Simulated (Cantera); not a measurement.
Input: 1 mol Fe2O3, 0.86 mol CO, 0.18 mol N2, a varied amount of CH4, held at 2100 °C and 75.0 Torr.

Method: chemical equilibrium by Gibbs-energy minimisation in Cantera with the NASA 1993 tables (ideal gas, pure condensed phases). Candidate condensed phases: C, C6H6, C7H8, C8H18, Fe, Fe(CO)5, FeO, Fe(OH)2, Fe(OH)3, Fe2O3, Fe3O4, H2O; 140 gas species. Each liquid is taken as pure. Mutual solubility and eutectic melting of coexisting phases are not modelled. The tables' stoichiometric FeO is somewhat more stable than real wüstite, so its field is too wide. FeO: taken at fixed stoichiometry. Equilibrium is a limit: real reactors are often held back by kinetics, nucleation or transport.

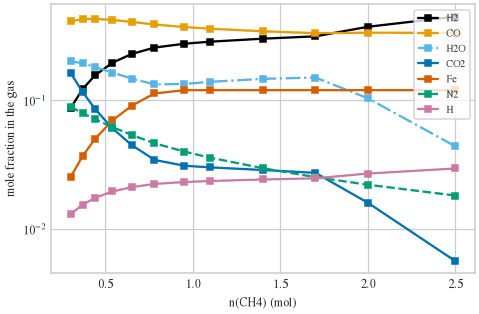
Figure. Equilibrium gas composition (values under 1e-9 drawn at 1e-9)

From 0.3 mol CH4 to 0.78 mol CH4 the condensed part is FeO(l). From 0.95 mol CH4 to 1.4 mol CH4 the condensed part is Fe(l) + FeO(l). From 1.7 mol CH4 to 2.5 mol CH4 the condensed part is Fe(l). The main Fe-bearing gas is Fe throughout. The share of Fe in condensed phases is highest at 0.3 mol CH4 (97.2 %) and lowest at 2.5 mol CH4 (40.5 %).
